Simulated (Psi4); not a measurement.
**B3LYP/6-31G(d) (spherical functions) run of SiNH4ClO (SMILES N[SiH](O)Cl)**

What is the vertical ionisation energy of SiNH4ClO at B3LYP/6-31G* (spherical functions)? Input form: a Python script.

The calculation is run with Psi4 1.11.

2 further runs of the same task are left out: 2 set aside as unsound or not needed.

## (1) The molecule

The species is SiNH4ClO (8 atoms), meant as a singlet with charge 0. As SMILES, `N[SiH](O)Cl`. The shape is that of a PBE0-D4/def2-TZVP optimisation. This is one conformer, not always the lowest.

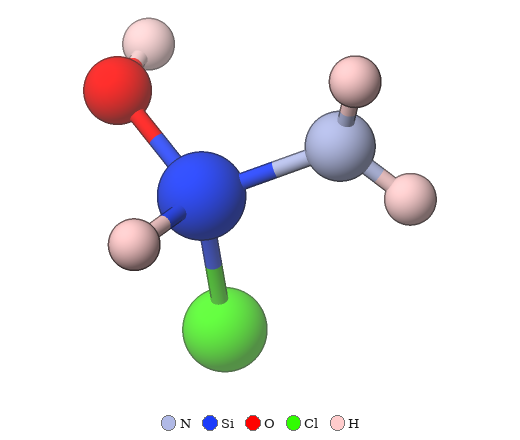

The structure, seen from a chosen angle (nitrogen light blue, silicon blue, oxygen red, chlorine green, hydrogen pink).

## (2) Energy and forces at B3LYP/6-31G(d) (spherical functions)

File job.py:

```python
import psi4

psi4.set_memory(2200000000)
psi4.set_num_threads(1)
psi4.core.set_output_file('run.log', False)

mol = psi4.geometry("""
0 1
N     -0.749800     0.885600    -0.289000
Si     0.524400    -0.226200    -0.115300
O      0.551300    -0.861300     1.386900
Cl     0.173100    -1.641600    -1.566900
H     -1.217200     0.998000    -1.172700
H     -0.806900     1.712400     0.283000
H      1.896700     0.277200    -0.308600
H     -0.279500    -1.201200     1.726700
units angstrom
symmetry c1
""")

psi4.set_options({
    'basis': '6-31G*',
    'puream': True,
    'e_convergence': 1e-09,
    'd_convergence': 1e-08,
    'scf_type': 'pk',
    'dft_radial_points': 99,
    'dft_spherical_points': 590,
})

result, w = psi4.gradient('b3lyp', return_wfn=True)
psi4.oeprop(w, 'MULLIKEN_CHARGES', 'QUADRUPOLE', 'LOWDIN_CHARGES')
print('gradient / Eh bohr^-1')
print(result.np.round(6))
print(f'energy = {w.energy():.10f} Eh')
```

The run is started by

```
$ python job.py
```

run.log:

```text
[...]
  Running in c1 symmetry.
[...]
  Nuclear repulsion =  228.759091773363366
[...]
  Multiplicity = 1
[...]
  Nalpha       = 25
  Nbeta        = 25
[...]
    Number of basis functions: 72
[...]
   @RKS iter   1:  -881.81055472244213   -5.99993e-03   1.31737e-02 DIIS/ADIIS
[...]
   @RKS iter  11:  -882.18240672392153   -6.13909e-12   9.02712e-09 DIIS
[...]
    Orbital Energies [Eh]
    ---------------------
    Doubly Occupied:
       1A   -101.507142     2A    -66.179633     3A    -19.152632
       4A    -14.318470     5A     -9.442368     6A     -7.202461
       7A     -7.196936     8A     -7.196701     9A     -5.330715
      10A     -3.691426    11A     -3.689085    12A     -3.687238
      13A     -1.017062    14A     -0.866268    15A     -0.816484
      16A     -0.573028    17A     -0.511927    18A     -0.490912
      19A     -0.418860    20A     -0.400838    21A     -0.359762
      22A     -0.341202    23A     -0.317377    24A     -0.315365
      25A     -0.274402
[...]
  @RKS Final Energy:  -882.18240672392153
   => Energetics <=
    Nuclear Repulsion Energy =            228.7590917733633660
    One-Electron Energy =               -1673.1303468483838515
    Two-Electron Energy =                 615.7035826317687679
    DFT Exchange-Correlation Energy =     -53.5147342806697139
    Empirical Dispersion Energy =           0.0000000000000000
    VV10 Nonlocal Energy =                  0.0000000000000000
    Total Energy =                       -882.1824067239215310
[...]
  -Total Gradient:
     Atom            X                  Y                   Z
    ------   -----------------  -----------------  -----------------
       1        0.004945541165    -0.001165935164     0.000255591904
       2       -0.007948721146    -0.005711497281     0.003337923101
       3       -0.008364316298     0.002253395937    -0.009204817863
       4        0.001253743342     0.006499660745     0.007134460335
       5        0.002884642755    -0.001080456795     0.004252260440
       6        0.000273913067    -0.004309022059    -0.002828372684
       7       -0.000598317143     0.000639168786     0.000083808877
       8        0.007553920341     0.002880580202    -0.003035527793
[...]
 Multipole Moments:
 ------------------------------------------------------------------------------------
     Multipole            Electronic (a.u.)      Nuclear  (a.u.)        Total (a.u.)
 ------------------------------------------------------------------------------------
 L = 1.  Multiply by 2.5417464519 to convert [e a0] to [Debye]
 Dipole X            :          0.3681730           -1.0728176           -0.7046446
 Dipole Y            :         -4.1734934            5.0317101            0.8582168
 Dipole Z            :         -2.7744444            3.0944870            0.3200426
 Magnitude           :                                                    1.1556328
 L = 2.  Multiply by 1.3450342976 to convert [e a0^2] to [Debye ang]
 Quadrupole XX       :        -81.4427825           53.2328920          -28.2098905
 Quadrupole XY       :         39.3677998          -40.2951440           -0.9273442
[...]
  Mulliken Charges: (a.u.)
   Center  Symbol    Alpha    Beta     Spin     Total
       1     N     3.92843  3.92843  0.00000 -0.85685
       2    SI     6.60545  6.60545  0.00000  0.78910
       3     O     4.33774  4.33774  0.00000 -0.67548
       4    CL     8.64561  8.64561  0.00000 -0.29121
       5     H     0.32815  0.32815  0.00000  0.34369
       6     H     0.33078  0.33078  0.00000  0.33845
       7     H     0.54064  0.54064  0.00000 -0.08128
       8     H     0.28321  0.28321  0.00000  0.43358
   Total alpha = 25.00000, Total beta = 25.00000, Total charge = -0.00000
[...]
```

On the terminal:

```text
gradient / Eh bohr^-1
[[ 4.946e-03 -1.166e-03  2.560e-04]
 [-7.949e-03 -5.711e-03  3.338e-03]
 [-8.364e-03  2.253e-03 -9.205e-03]
 [ 1.254e-03  6.500e-03  7.134e-03]
 [ 2.885e-03 -1.080e-03  4.252e-03]
 [ 2.740e-04 -4.309e-03 -2.828e-03]
 [-5.980e-04  6.390e-04  8.400e-05]
 [ 7.554e-03  2.881e-03 -3.036e-03]]
energy = -882.1824067239 Eh
```

Wall time 21 s (1 thread of AMD EPYC 7R43 (Zen 3), shared host); peak memory 1 GiB.

## (3) The doublet cation: the energy at UB3LYP/6-31G(d) (spherical functions)

File job.py:

```python
import psi4

psi4.set_memory('2200 MB')
psi4.set_num_threads(1)
psi4.core.set_output_file('clh4nosi.out', False)

geom = psi4.geometry("""
1 2
N     -1.41691665     1.67354146    -0.54613085
Si     0.99097238    -0.42745605    -0.21788542
O      1.04180601    -1.62762111     2.62086116
Cl     0.32711159    -3.10217441    -2.96101186
H     -2.30017464     1.88594667    -2.21608183
H     -1.52482001     3.23596702     0.53479249
H      3.58424354     0.52383208    -0.58316948
H     -0.52817845    -2.26993902     3.26299010
units bohr
symmetry c1
""")

psi4.set_options({
    'basis': '6-31G*',
    'reference': 'uks',
    'puream': True,
    'e_convergence': 1e-09,
    'd_convergence': 1e-08,
    'scf_type': 'pk',
    'dft_radial_points': 99,
    'dft_spherical_points': 590,
    'maxiter': 100,
})

E, wfn = psi4.energy('b3lyp', return_wfn=True)
print(f'total energy {E:.8f} hartree = {E * 27.211386:.5f} eV')
```

The run is started by

```
$ python job.py
```

clh4nosi.out:

```text
[...]
  Running in c1 symmetry.
[...]
  Nuclear repulsion =  228.759091881909143
[...]
  Multiplicity = 2
[...]
  Nalpha       = 25
  Nbeta        = 24
[...]
    Number of basis functions: 72
[...]
   @UKS iter   1:  -881.37630726608950    4.28248e-01   1.32044e-02 DIIS/ADIIS
[...]
   @UKS iter  21:  -881.80828196654545   -6.70752e-12   3.87558e-09 DIIS
[...]
   @S^2 Observed:                7.562090474E-01
[...]
    Orbital Energies [Eh]
    ---------------------
    Alpha Occupied:
       1A   -101.730027     2A    -66.417674     3A    -19.377844
       4A    -14.665093     5A     -9.663953     6A     -7.424801
       7A     -7.419897     8A     -7.417010     9A     -5.571516
      10A     -3.931123    11A     -3.930440    12A     -3.927952
      13A     -1.239590    14A     -1.190204    15A     -1.038239
      16A     -0.819216    17A     -0.812952    18A     -0.751713
      19A     -0.668107    20A     -0.643325    21A     -0.598834
      22A     -0.583768    23A     -0.560988    24A     -0.533870
      25A     -0.526820
    Alpha Virtual:
[...]
  @UKS Final Energy:  -881.80828196654545
   => Energetics <=
    Nuclear Repulsion Energy =            228.7590918819091428
    One-Electron Energy =               -1661.0718060022313693
    Two-Electron Energy =                 603.7313903682377259
    DFT Exchange-Correlation Energy =     -53.2269582144609501
    Empirical Dispersion Energy =           0.0000000000000000
    VV10 Nonlocal Energy =                  0.0000000000000000
    Total Energy =                       -881.8082819665454508
[...]
 Multipole Moments:
 ------------------------------------------------------------------------------------
     Multipole            Electronic (a.u.)      Nuclear  (a.u.)        Total (a.u.)
 ------------------------------------------------------------------------------------
 L = 1.  Multiply by 2.5417464519 to convert [e a0] to [Debye]
 Dipole X            :         -0.1786313           -1.0728176           -1.2514489
 Dipole Y            :         -2.8570489            5.0317101            2.1746612
 Dipole Z            :         -2.6815282            3.0944870            0.4129588
 Magnitude           :                                                    2.5427958
[...]
```

Standard output:

```text
total energy -881.80828197 hartree = -23995.22554 eV
```

It took 39 s on 1 thread of AMD EPYC 7R43 (Zen 3), shared host; peak memory 1 GiB.

## (4) Outcome

At B3LYP/6-31G* (spherical functions):

```
                                          quantity          value
                    singlet SiNH4ClO: total energy  -882.18241 Eh
                   singlet SiNH4ClO: dipole moment         2.94 D
                     singlet SiNH4ClO: HOMO energy       -7.47 eV
                     singlet SiNH4ClO: LUMO energy        1.19 eV
                   singlet SiNH4ClO: HOMO–LUMO gap        8.65 eV
        singlet SiNH4ClO: largest force on an atom     0.650 eV/Å
                      doublet cation: total energy  -881.80828 Eh
doublet cation: HOMO energy (highest over α and β)      -14.16 eV
 doublet cation: LUMO energy (lowest over α and β)      -12.75 eV
                              doublet cation: ⟨S²⟩          0.756
vertical ionisation energy (to the doublet cation)      10.180 eV
```

In words: The vertical ionisation energy comes to 10.18 eV (235 kcal/mol). The largest force (singlet SiNH4ClO) is 0.65 eV/Å: the shape isn't a stationary point for this species at this level. The negative HOMO energy of the first species, 7.47 eV, lies 2.71 eV below that difference.
